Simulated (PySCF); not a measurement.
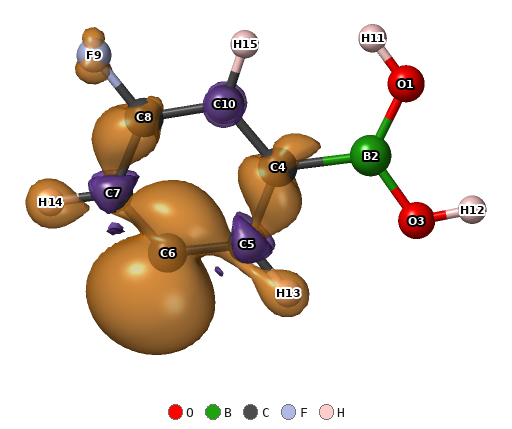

C6H5BFO2 (doublet). Isosurfaces of the spin density (α minus β) at +0.015 (orange) and −0.015 e/Å³ (purple), seen across its widest extent.

Geometry: GFN2-xTB.

Method: PySCF, UKS B3LYP, pcH-1 on B C F H O, non-relativistic, mean-field spin-orbit, GIAO.

```csv
atom,x (Å),y (Å),z (Å)
O,-2.4445,1.2135,0.6072
B,-1.8718,0.2126,-0.1096
O,-2.6685,-0.5750,-0.8566
C,-0.3131,-0.0861,-0.1118
C,0.1698,-1.1902,-0.8371
C,1.5078,-1.4319,-0.8251
C,2.4421,-0.6882,-0.1645
C,1.9541,0.4013,0.5482
F,2.8208,1.1850,1.2281
C,0.6056,0.7011,0.5787
H,-1.8655,1.7581,1.1371
H,-3.5980,-0.3469,-0.8131
H,-0.5317,-1.8047,-1.3767
H,3.4987,-0.9037,-0.1761
H,0.2897,1.5631,1.1493
```

### Which atoms carry the spin?

The unpaired spin (1 electron) lies mostly on C6 (about 0.8), in electrons by Hirshfeld's partition.
